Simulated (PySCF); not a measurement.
## Electronic structure of C8H10BP in real space

| atom | x (Å) | y (Å) | z (Å) |
| --- | --- | --- | --- |
| B | 2.5884 | -0.9025 | 0.3414 |
| P | 1.3763 | 0.1888 | -0.6566 |
| C | 0.4074 | -0.1960 | -2.1034 |
| C | -0.3549 | -0.0985 | -1.0247 |
| C | -1.6870 | -0.2170 | -0.4765 |
| C | -1.8956 | -0.0383 | 0.8985 |
| C | -3.1744 | -0.1542 | 1.4343 |
| C | -4.2541 | -0.4469 | 0.6018 |
| C | -4.0544 | -0.6265 | -0.7690 |
| C | -2.7790 | -0.5141 | -1.3085 |
| H | 2.1822 | -2.0437 | 0.2018 |
| H | 2.4820 | -0.4494 | 1.4737 |
| H | 3.6754 | -0.6690 | -0.1678 |
| H | 1.5815 | 1.5985 | -0.6313 |
| H | 0.4023 | -0.4344 | -3.1666 |
| H | -1.0402 | 0.1842 | 1.5409 |
| H | -3.3302 | -0.0174 | 2.5066 |
| H | -5.2584 | -0.5377 | 1.0224 |
| H | -4.9014 | -0.8573 | -1.4189 |
| H | -2.6164 | -0.6551 | -2.3795 |

Geometry: PBE0-D3(BJ)/def2-SVP.

Level of theory: PBE0/pcSseg-1, SCF density, gas phase, non-relativistic (PySCF 2.14.0).

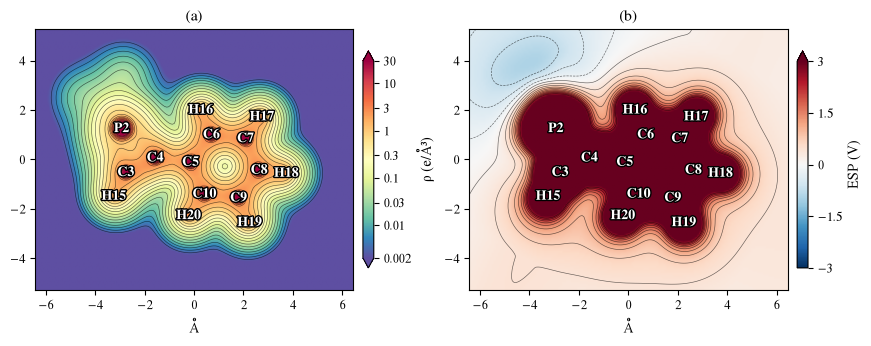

Figure 1. (a) electron density; (b) electrostatic potential on the plane of atoms C5, C6 and C7.

Describe what can be read from this map.

Answer. The plane passes through P, C and H nuclei. C–C (1.32 Å): ρ is about 2.3 e/Å³ halfway. C–P (1.78 Å): ρ is about 1.1 e/Å³ halfway. C–H (1.09 Å): ρ is about 2 e/Å³ halfway. C–C (1.39 Å): ρ at the midpoint is about 2.1 e/Å³. C–C (1.45 Å): ρ is about 1.8 e/Å³ halfway. Outside the dense part of the molecule the potential is most negative (−0.9 V) near H12, which lies off the plane.

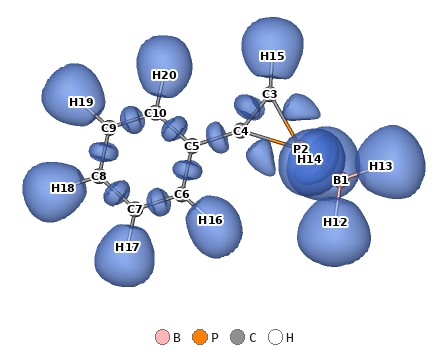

Figure 2. Isosurface of the ELF at 0.8 (blue), seen across its widest extent. Core shells and regions of very low density are left out.

Identify the bonds, lone pairs and shells in this picture.

Answer. The surface consists of one region between bonded B–P atoms (shared pairs), eight regions between bonded C–C atoms (shared pairs), two regions between bonded C–P atoms (shared pairs) and ten regions around hydrogen nuclei. Profiles from the grid: C–C (1.32 Å): the ELF peaks at about 0.85 between the atoms: a multiple bond. C–P (1.78 Å): the ELF peaks at about 0.80 between the atoms; a shared electron pair.

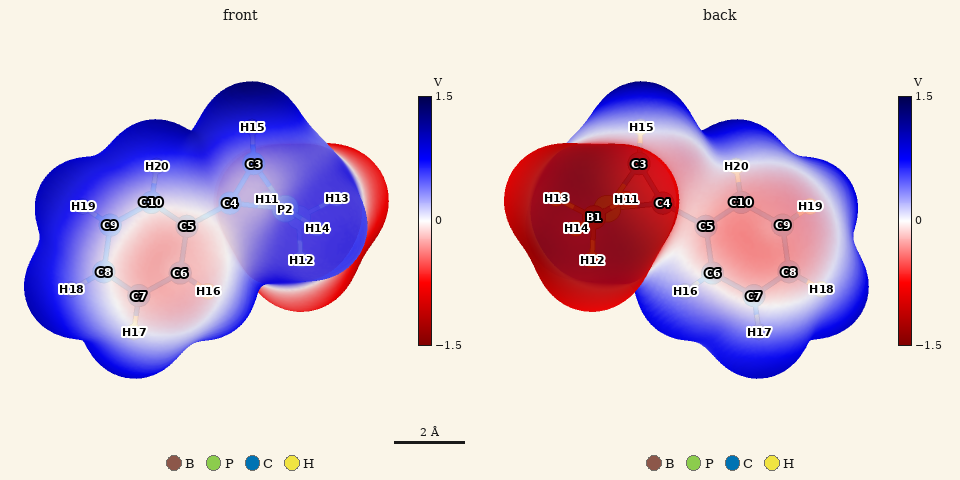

Figure 3. The electrostatic potential painted on the density surface at 0.001 e/bohr³, seen from the front and from behind; red is negative and blue positive.

Describe the electrostatic potential map.

Answer. The most negative region (about −1.4 V) lies over H11, the most positive (about +1.3 V) over H15.

How polar is the molecule by this calculation?

Answer. Its dipole moment is 5.80 D.
